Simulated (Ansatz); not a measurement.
## Electronic structure of NO3Ru (SMILES [N]#[Ru-](=[O])(=[O])=[O]) (charge −1) in real space

Input

```
basis:
  gaussian:
    orbitals: def2-SVP
crystal:
  periodic: [false, false, false]
  atoms:
    - {symbol: Ru, position_ang: [0.018520, 0.032870, 0.013130]}
    - {symbol: O, position_ang: [-0.008720, -0.050120, 1.671290]}
    - {symbol: O, position_ang: [1.565980, -0.021720, -0.584710]}
    - {symbol: O, position_ang: [-0.820770, 1.347740, -0.555340]}
    - {symbol: "N", position_ang: [-0.755010, -1.308760, -0.544370]}
total_charge: -1
magnetization:
  spin_polarized: false
  initial_magnetization: 0
output:
  forces: true
  orbitals: {seedname: orbitals}
accuracy: high
hamiltonian:
  xc: hf
```

Launched as:

```sh
ansatz run job.yaml --threads 1 --pin off --max-ram 3480MiB --events-out events.jsonl --progress --plain --runs-dir runs
```

Geometry: GFN2-xTB; core potentials replace the inner electrons of Ru.

All numbers below come from Ansatz, isolated molecule in a Gaussian basis; Hartree-Fock.

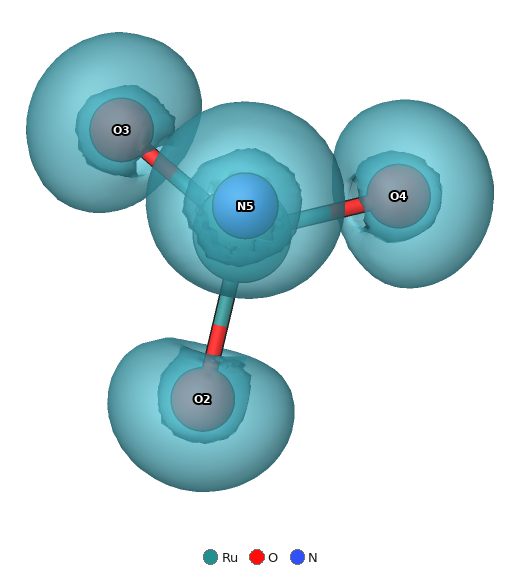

Figure 1. Isosurface of the electron localisation function at 0.75 (cyan), seen at a tilt. Core shells and regions of very low density are left out.

### Identify the bonds, lone pairs and shells in this picture.

The ELF exceeds this value in one lobe on N, pointing away from the bonds (lone pairs) and three regions wrapped around O (the valence shell of each). Profiles from the grid: Ru–N (1.65 Å): the ELF peaks at about 0.75 in the valence shell of N, 0.5 Å from its nucleus, and drops to about 0.45 between the two atoms. Ru–O (1.66 Å): the ELF peaks at about 0.75 in the valence shell of O, 0.5 Å from its nucleus, and drops to about 0.40 between the two atoms.

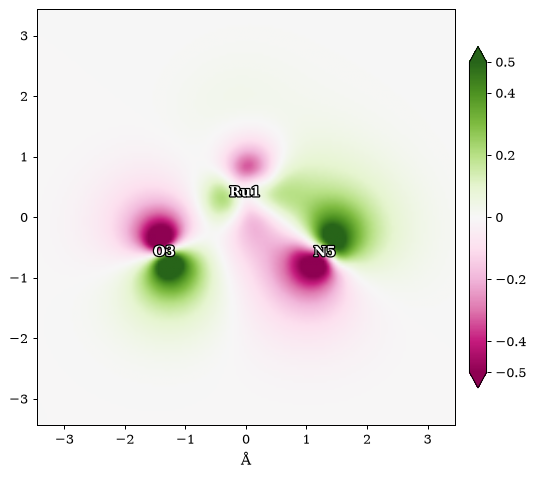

Figure 2. The HOMO on the plane of atoms O3, Ru1 and N5 (values in Å⁻³ᐟ²; the overall sign is arbitrary).

### Where does this orbital lie, and at what energy?

It lies mainly on N5 (about 40 %), O4 (about 25 %), O3 (about 15 %) and Ru1 (about 15 %); largely a combination of lone pairs on N5, O4 and O3. It is one of a degenerate set, so its orientation is arbitrary. Its energy is −6.01 eV.

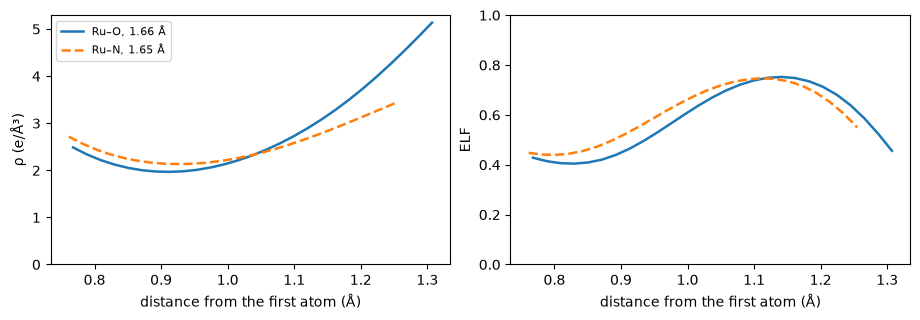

Figure 3. Electron density and ELF along straight lines between neighbouring atoms. The curves leave out the atomic cores.

### Compare the contacts.

Ru–O (1.66 Å): the density is about 2.1 e/Å³ at the midpoint; the ELF peaks at about 0.75 in the valence shell of O, 0.5 Å from its nucleus, and drops to about 0.40 between the two atoms.
Ru–N (1.65 Å): ρ at the midpoint is about 2.3 e/Å³; the ELF peaks at about 0.75 in the valence shell of N, 0.5 Å from its nucleus, and drops to about 0.45 between the two atoms.
